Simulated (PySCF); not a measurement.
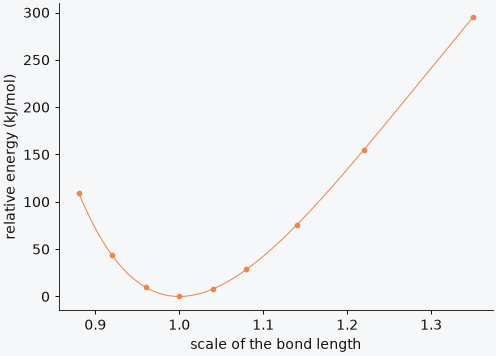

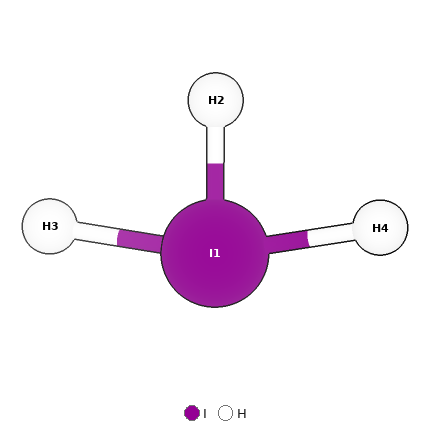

Rigid scan of IH₃, singlet, from a minimum of the shape that electron-pair counting expects: all bonds to atom 1 scaled (atom 1 is the central atom). r2SCAN/def2-TZVP (ECP), PySCF 2.14.0, restricted determinant, no spin-orbit coupling; energies counted from the minimum. Splines pass through the computed points, which are marked.

Q: What does it cost to go to either end of the scan?

A: 109.5 kJ/mol at 0.88 and 295.1 kJ/mol at 1.35.

Q: Give the values at the computed points.

A: In kJ/mol:
| scale of the bond length | r2SCAN |
| --- | --- |
| 0.88 | 109.5 |
| 0.92 | 43.5 |
| 0.96 | 9.7 |
| 1.00 | 0.0 |
| 1.04 | 7.9 |
| 1.08 | 28.6 |
| 1.14 | 75.6 |
| 1.22 | 155.1 |
| 1.35 | 295.1 |
